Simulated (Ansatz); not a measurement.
# Geometry relaxation of GaH$_{3}$ClO$_{2}$ (part 1 of 2)

System: GaH$_{3}$ClO$_{2}$, multiplicity 2.
Method: UKS PBE/def2-SVP (Ansatz 0.2.0).

The input holds or restrains some coordinates. It belongs to a series of runs on one base structure; here: pulled along the bonds that form and break, towards end B.

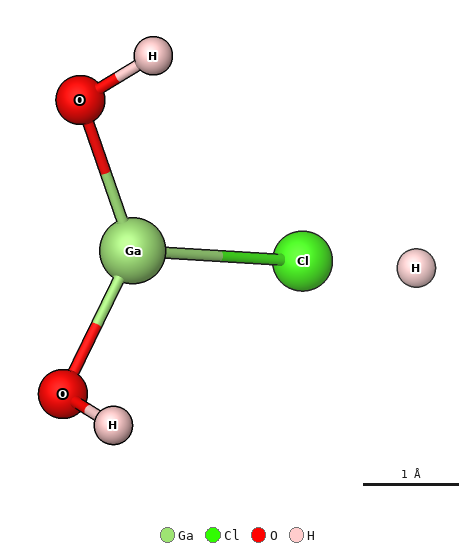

Fig. 1: The structure as given in the input (ball-and-stick view, seen at a tilt). Sticks mark near contacts. Bond lengths as drawn: Cl–Ga 2.49 Å, Ga–O 1.79 Å and H–O 1.01 Å.

Input file
```yaml
crystal:
  periodic: [false, false, false]
  atoms:
    - { symbol: Ga, position_ang: [0.0, 0.0, 0.0] }
    - { symbol: Cl, position_ang: [0.0, 0.0, 2.49] }
    - { symbol: O, position_ang: [1.5501, 0.0, -0.895] }
    - { symbol: H, position_ang: [1.85, -0.9519, -1.0499] }
    - { symbol: O, position_ang: [-1.5501, 0.0, -0.895] }
    - { symbol: H, position_ang: [-2.0598, -0.8467, -0.6865] }
    - { symbol: H, position_ang: [0.0, 0.0, 4.16] }
magnetization:
  spin_polarized: true
  initial_magnetization: 1
basis:
  gaussian: { orbitals: def2-SVP }
hamiltonian:
  xc: pbe
relax:
  f_tol: 0.15
  max_steps: 25
  restrain:
    - { distance: [1, 6], at: 1.37, k: 30.0 }
    - { distance: [0, 1], at: 3.44, k: 30.0 }
output:
  orbitals: {}
```

Hardware: 4 threads of Arm Neoverse V2, 24 GiB of memory available, shared host.

Run as:
```bash
ansatz run input.yaml --threads 4 --pin off --max-ram 5120MiB --backend cpu --events-out ev --progress --plain --runs-dir out
```

The program's output
```
The last accepted step is kept in [file] (removed where the run ends without a failure and the disk answers)
Engine: ansatz 0.2.0, aarch64-unknown-linux-gnu
Functional definition: PBE
  parameter kappa = 0.804
  parameter beta = 0.06672455060314922
  exchange = pbe_x(kappa = kappa, mu = beta*pi^2/3)
  correlation = pbe_c(beta = beta)
1010 factors; their error is unknown
mean field evaluation 1: about -68998.9216 eV, gradient 6.1e1 eV
mean field evaluation 2: about -68827.6642 eV, gradient 1.7e2 eV
mean field evaluation 4: about -69008.6437 eV, gradient 2.3e1 eV
mean field evaluation 8: about -69012.0312 eV, gradient 6.2e-1 eV
mean field evaluation 16: about -69011.9913 eV, gradient 3.6e-4 eV
mean field -69011.99130875 eV, -2536.1439025887 hartree, gradient 2.4e-5 eV, S^2 0.758673; 0 other end points of the search recorded, 0 dependent functions left out
the calculation of the forces begins
reference -69011.99135456 eV, -2536.1439042723 hartree; 34, 33 occupied and 59, 60 virtual orbitals, 1010 factors
relax step   1: F+E_penalty+E_count = -69011.99130875 eV  Δ(F+E_penalty+E_count) = +0.000e0 eV  max|allowed force component| = 1.340e0 eV/Å  E_restraint = 14.88750000 eV  max|allowed force component, restraints' pulls added| = 3.790e1 eV/Å  Δτ_max = 0.0000 Å  (32 SCF iters, accepted)
  distance Cl 1 - H 6 = 1.6700 Å
  distance Ga 0 - Cl 1 = 2.4900 Å
these checks for a lower state are left out or cut short: starts, cluster_reference, orbital_swaps, neighbouring_geometries, increment
1010 factors; their error is unknown
mean field -69012.15727436 eV, -2536.1500017126 hartree, gradient 1.5e-5 eV, S^2 0.753121; 0 other end points of the search recorded, 0 dependent functions left out
[... from here on the field's lines of each further geometry are left out, up to the last ...]
relax step   2: F+E_penalty+E_count = -69012.15727436 eV  Δ(F+E_penalty+E_count) = -1.660e-1 eV  max|allowed force component| = 1.960e0 eV/Å  E_restraint = 5.71226802 eV  max|allowed force component, restraints' pulls added| = 2.275e1 eV/Å  Δτ_max = 0.1949 Å  (39 SCF iters, accepted)
relax step   3: F+E_penalty+E_count = -69012.21353729 eV  Δ(F+E_penalty+E_count) = -5.626e-2 eV  max|allowed force component| = 2.363e0 eV/Å  E_restraint = 1.19826637 eV  max|allowed force component, restraints' pulls added| = 5.679e0 eV/Å  Δτ_max = 0.1948 Å  (35 SCF iters, accepted)
relax step   4: F+E_penalty+E_count = -69012.40226332 eV  Δ(F+E_penalty+E_count) = -1.887e-1 eV  max|allowed force component| = 1.558e0 eV/Å  E_restraint = 0.03324534 eV  max|allowed force component, restraints' pulls added| = 1.046e0 eV/Å  Δτ_max = 0.1925 Å  (35 SCF iters, accepted)
relax step   5: F+E_penalty+E_count = -69012.59819456 eV  Δ(F+E_penalty+E_count) = -1.959e-1 eV  max|allowed force component| = 1.069e0 eV/Å  E_restraint = 0.01106617 eV  max|allowed force component, restraints' pulls added| = 7.105e-1 eV/Å  Δτ_max = 0.2000 Å  (33 SCF iters, accepted)
relax step   6: F+E_penalty+E_count = -69012.68007306 eV  Δ(F+E_penalty+E_count) = -8.188e-2 eV  max|allowed force component| = 1.042e0 eV/Å  E_restraint = 0.01176465 eV  max|allowed force component, restraints' pulls added| = 5.538e-1 eV/Å  Δτ_max = 0.2000 Å  (33 SCF iters, accepted)
relax step   7: F+E_penalty+E_count = -69012.71889831 eV  Δ(F+E_penalty+E_count) = -3.883e-2 eV  max|allowed force component| = 9.677e-1 eV/Å  E_restraint = 0.01474283 eV  max|allowed force component, restraints' pulls added| = 3.365e-1 eV/Å  Δτ_max = 0.0788 Å  (32 SCF iters, accepted)
relax step   8: F+E_penalty+E_count = -69012.75052570 eV  Δ(F+E_penalty+E_count) = -3.163e-2 eV  max|allowed force component| = 1.308e0 eV/Å  E_restraint = 0.01272329 eV  max|allowed force component, restraints' pulls added| = 1.308e0 eV/Å  Δτ_max = 0.1951 Å  (34 SCF iters, accepted)
relax step   9: F+E_penalty+E_count = -69012.84859922 eV  Δ(F+E_penalty+E_count) = -9.807e-2 eV  max|allowed force component| = 9.790e-1 eV/Å  E_restraint = 0.01361504 eV  max|allowed force component, restraints' pulls added| = 1.250e-1 eV/Å  Δτ_max = 0.2000 Å  (33 SCF iters, accepted)
relax step  10: F+E_penalty+E_count = -69012.79142969 eV  Δ(F+E_penalty+E_count) = +5.717e-2 eV  max|allowed force component| = 1.752e0 eV/Å  E_restraint = 0.00564538 eV  max|allowed force component, restraints' pulls added| = 2.252e0 eV/Å  Δτ_max = 0.1961 Å  (34 SCF iters, rejected (line search))
relax step  11: F+E_penalty+E_count = -69012.85852824 eV  Δ(F+E_penalty+E_count) = -9.929e-3 eV  max|allowed force component| = 1.057e0 eV/Å  E_restraint = 0.00906547 eV  max|allowed force component, restraints' pulls added| = 3.779e-1 eV/Å  Δτ_max = 0.0960 Å  (32 SCF iters, accepted)
relax step  12: F+E_penalty+E_count = -69012.87371658 eV  Δ(F+E_penalty+E_count) = -1.519e-2 eV  max|allowed force component| = 9.310e-1 eV/Å  E_restraint = 0.01228241 eV  max|allowed force component, restraints' pulls added| = 1.860e-1 eV/Å  Δτ_max = 0.1000 Å  (30 SCF iters, accepted)
relax step  13: F+E_penalty+E_count = -69012.88757653 eV  Δ(F+E_penalty+E_count) = -1.386e-2 eV  max|allowed force component| = 8.461e-1 eV/Å  E_restraint = 0.01310890 eV  max|allowed force component, restraints' pulls added| = 1.549e-1 eV/Å  Δτ_max = 0.1500 Å  (32 SCF iters, accepted)
relax step  14: F+E_penalty+E_count = -69012.85263938 eV  Δ(F+E_penalty+E_count) = +3.494e-2 eV  max|allowed force component| = 1.408e0 eV/Å  E_restraint = 0.00060028 eV  max|allowed force component, restraints' pulls added| = 1.545e0 eV/Å  Δτ_max = 0.1956 Å  (32 SCF iters, rejected (line search))
relax step  15: F+E_penalty+E_count = -69012.89778692 eV  Δ(F+E_penalty+E_count) = -1.021e-2 eV  max|allowed force component| = 7.697e-1 eV/Å  E_restraint = 0.01467022 eV  max|allowed force component, restraints' pulls added| = 9.631e-2 eV/Å  Δτ_max = 0.0978 Å  (30 SCF iters, accepted)
relax step  16: F+E_penalty+E_count = -69012.89855173 eV  Δ(F+E_penalty+E_count) = -7.648e-4 eV  max|allowed force component| = 8.922e-1 eV/Å  E_restraint = 0.00867817 eV  max|allowed force component, restraints' pulls added| = 3.455e-1 eV/Å  Δτ_max = 0.0975 Å  (30 SCF iters, accepted)
relax step  17: F+E_penalty+E_count = -69012.91746781 eV  Δ(F+E_penalty+E_count) = -1.892e-2 eV  max|allowed force component| = 8.949e-1 eV/Å  E_restraint = 0.01268781 eV  max|allowed force component, restraints' pulls added| = 1.748e-1 eV/Å  Δτ_max = 0.1500 Å  (32 SCF iters, accepted)
relax step  18: F+E_penalty+E_count = -69012.91266183 eV  Δ(F+E_penalty+E_count) = +4.806e-3 eV  max|allowed force component| = 1.360e0 eV/Å  E_restraint = 0.00216597 eV  max|allowed force component, restraints' pulls added| = 1.029e0 eV/Å  Δτ_max = 0.1965 Å  (32 SCF iters, accepted)
relax step  19: F+E_penalty+E_count = -69012.94949112 eV  Δ(F+E_penalty+E_count) = -3.683e-2 eV  max|allowed force component| = 1.104e0 eV/Å  E_restraint = 0.01155227 eV  max|allowed force component, restraints' pulls added| = 3.057e-1 eV/Å  Δτ_max = 0.2000 Å  (32 SCF iters, accepted)
relax step  20: F+E_penalty+E_count = -69012.95596465 eV  Δ(F+E_penalty+E_count) = -6.474e-3 eV  max|allowed force component| = 1.274e0 eV/Å  E_restraint = 0.00744194 eV  max|allowed force component, restraints' pulls added| = 6.152e-1 eV/Å  Δτ_max = 0.1933 Å  (33 SCF iters, accepted)
relax step  21: F+E_penalty+E_count = -69012.95375666 eV  Δ(F+E_penalty+E_count) = +2.208e-3 eV  max|allowed force component| = 1.566e0 eV/Å  E_restraint = 0.00144211 eV  max|allowed force component, restraints' pulls added| = 1.273e0 eV/Å  Δτ_max = 0.1915 Å  (31 SCF iters, accepted)
relax step  22: F+E_penalty+E_count = -69012.98990694 eV  Δ(F+E_penalty+E_count) = -3.615e-2 eV  max|allowed force component| = 1.168e0 eV/Å  E_restraint = 0.01126162 eV  max|allowed force component, restraints' pulls added| = 3.566e-1 eV/Å  Δτ_max = 0.1798 Å  (32 SCF iters, accepted)
relax step  23: F+E_penalty+E_count = -69012.98864629 eV  Δ(F+E_penalty+E_count) = +1.261e-3 eV  max|allowed force component| = 1.322e0 eV/Å  E_restraint = 0.00495668 eV  max|allowed force component, restraints' pulls added| = 8.077e-1 eV/Å  Δτ_max = 0.1949 Å  (32 SCF iters, accepted)
the calculation of the forces begins
reference -69013.01384363 eV, -2536.1814800527 hartree; 34, 33 occupied and 59, 60 virtual orbitals, 1010 factors
relax step  24: F+E_penalty+E_count = -69013.01380532 eV  Δ(F+E_penalty+E_count) = -2.516e-2 eV  max|allowed force component| = 9.549e-1 eV/Å  E_restraint = 0.01669725 eV  max|allowed force component, restraints' pulls added| = 8.113e-2 eV/Å  Δτ_max = 0.1403 Å  (32 SCF iters, accepted)
  distance Cl 1 - H 6 = 1.3367 Å
  distance Ga 0 - Cl 1 = 3.4373 Å
1010 factors; their error is unknown
mean field evaluation 192: about -69013.0138 eV, gradient 1.6e-4 eV
```

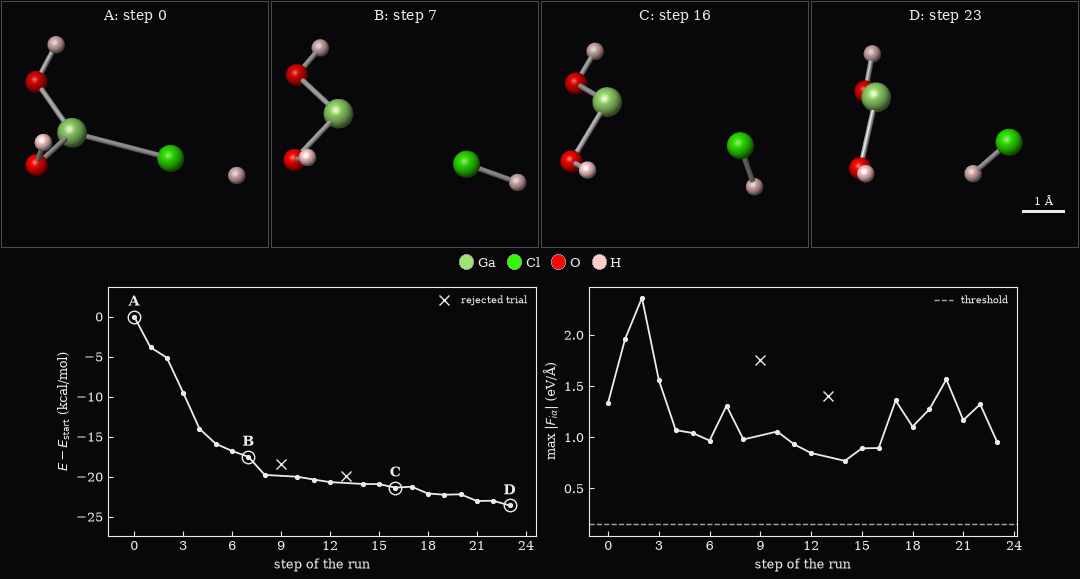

Fig. 2: Frames of the restrained relaxation (ball-and-stick view, seen at a tilt) above the curves, on which the letters mark them (the first geometry is step 0 here and step 1 in the log).

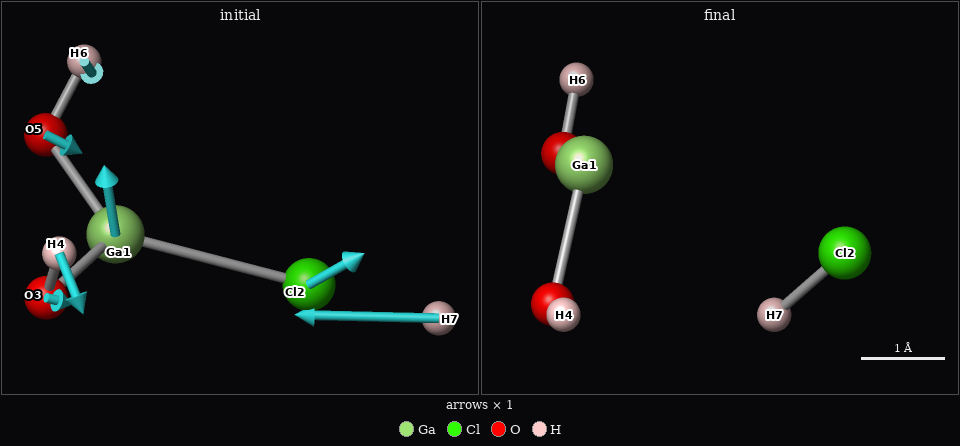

Fig. 3: Before (left) and after (right) the restrained relaxation, at one scale (ball-and-stick view, seen at a tilt). The teal arrows give the displacements, at true length. The largest move after the best rigid fit is that of H7, 1.76 Å. By element the largest moves are H 1.76 Å, Ga 1.06 Å, Cl 0.87 Å, O 0.54 Å. Distances before and after: Ga1–Cl2 2.490 → 3.437 Å, Cl2–H7 1.670 → 1.337 Å, Ga1–O3 1.790 → 1.826 Å, O3–H4 1.010 → 0.977 Å. Bonds break: Ga1–Cl2 (2.49 → 3.44 Å). Among the angles that change: O3–Ga1–O5 120.0° → 109.7°, Ga1–O3–H4 109.5° → 112.8°, Ga1–O5–H6 109.5° → 112.8°. The energy falls by 23.6 kcal/mol in 23 geometry steps. The largest force component goes from 1.3 to 0.95 eV/Å. The line search rejected the trial steps at points 9, 13 (counted from 0) and went back. (Atoms are counted from 1 in the order of the input.)

```
mean field -69013.01380532 eV, -2536.1814786448 hartree, gradient 1.9e-5 eV, S^2 0.751871; 1 other end points of the search recorded, 0 dependent functions left out
the calculation of the forces begins
reference -69013.01384363 eV, -2536.1814800527 hartree; 34, 33 occupied and 59, 60 virtual orbitals, 1010 factors
Total energy: -69013.01384363 eV, -2536.1814800527 hartree
Atom 0 at    -0.066631    -0.936942    -0.479012 Å, force    -0.010910    -0.011711     0.070348 eV/Å
Atom 1 at     0.052829    -0.768270     2.952101 Å, force    -0.034595     0.945001    -0.423504 eV/Å
Atom 2 at     1.446698     0.084536    -0.523047 Å, force     0.043145     0.016284     0.010250 eV/Å
Atom 3 at     2.262619    -0.449942    -0.575644 Å, force    -0.078387    -0.003088     0.003800 eV/Å
Atom 4 at    -1.535794     0.144740    -0.366625 Å, force    -0.025917     0.015733     0.011345 eV/Å
Atom 5 at    -2.374878    -0.355419    -0.367542 Å, force     0.081125    -0.007353     0.005015 eV/Å
Atom 6 at     0.005356     0.482697     2.483368 Å, force     0.025539    -0.954866     0.322746 eV/Å
Dipole moment:    -0.014328    -0.282814     0.051812 e Å
```

Trajectory as extended XYZ (Å, eV, eV/Å), 24 frames, from step=1 to step=24
```
7
Properties=species:S:1:pos:R:3:forces:R:3 step=1 energy=-69011.99131
Ga    0.0000    0.0000    0.0000    0.0486  -0.1590   1.0144
Cl    0.0000    0.0000    2.4900   -0.0075   0.0136   0.4039
O     1.5501    0.0000   -0.8950    0.9167  -1.2229  -0.4469
H     1.8500   -0.9519   -1.0499   -0.3573   1.3396   0.2164
O    -1.5501    0.0000   -0.8950   -1.1522  -1.2562  -0.0805
H    -2.0598   -0.8467   -0.6865    0.5497   1.2890  -0.1778
H     0.0000    0.0000    4.1600    0.0021  -0.0040  -0.9295
7
Properties=species:S:1:pos:R:3:forces:R:3 step=2 energy=-69012.15727
Ga   -0.0001   -0.0012   -0.1446   -0.0219  -0.0290   1.9599
Cl   -0.0001    0.0001    2.6849   -0.0051  -0.0005   1.7493
O     1.5734   -0.0040   -0.9123    1.7057  -0.6295  -1.0315
H     1.8507   -0.9473   -1.0500   -0.0166   0.6569   0.0292
O    -1.5746   -0.0045   -0.9129   -1.8410  -0.7232  -0.9051
H    -2.0591   -0.8417   -0.6860    0.1765   0.7263  -0.0798
H     0.0000    0.0000    4.1444    0.0023  -0.0009  -1.7220
7
Properties=species:S:1:pos:R:3:forces:R:3 step=3 energy=-69012.21354
Ga   -0.0012    0.0025   -0.2922   -0.0827   0.0485   2.3631
Cl   -0.0001    0.0002    2.8797   -0.0025  -0.0011  -0.8347
O     1.6116   -0.0073   -0.9405    1.9194   0.0128  -1.1660
H     1.8591   -0.9464   -1.0539    0.2749  -0.0516  -0.1055
O    -1.6142   -0.0094   -0.9436   -1.9346  -0.1124  -1.3118
H    -2.0651   -0.8382   -0.6861   -0.1763   0.1039   0.0796
H     0.0001    0.0000    4.1602    0.0016   0.0000   0.9752
7
Properties=species:S:1:pos:R:3:forces:R:3 step=4 energy=-69012.40226
Ga   -0.0055    0.0234   -0.3906   -0.0394   0.0346   1.5582
Cl    0.0001   -0.0020    3.0169   -0.0023   0.0092   0.7709
O     1.6569   -0.0092   -1.0355    0.8488  -0.0655  -0.7100
H     1.9194   -0.9529   -1.0784    0.1616   0.0477  -0.0614
O    -1.6554   -0.0417   -1.0653   -1.0460  -0.4301  -0.7309
H    -2.1257   -0.8172   -0.6762    0.0769   0.4125  -0.0528
H     0.0004    0.0010    4.3527    0.0004  -0.0085  -0.7739
7
Properties=species:S:1:pos:R:3:forces:R:3 step=5 energy=-69012.59819
Ga   -0.0152   -0.1479   -0.2880   -0.0921  -0.1445   0.5113
Cl   -0.0140    0.0921    3.1313    0.0406  -0.1201   1.0655
O     1.6354    0.0105   -1.0429    0.1471  -0.1505  -0.2904
H     1.9469   -0.9090   -1.2047    0.0629   0.2444   0.0142
O    -1.6058   -0.0816   -1.1858   -0.1874  -0.3003  -0.1516
H    -2.1963   -0.7447   -0.7579    0.0708   0.3620  -0.0794
H     0.0393   -0.0179    4.4715   -0.0419   0.1090  -1.0694
```
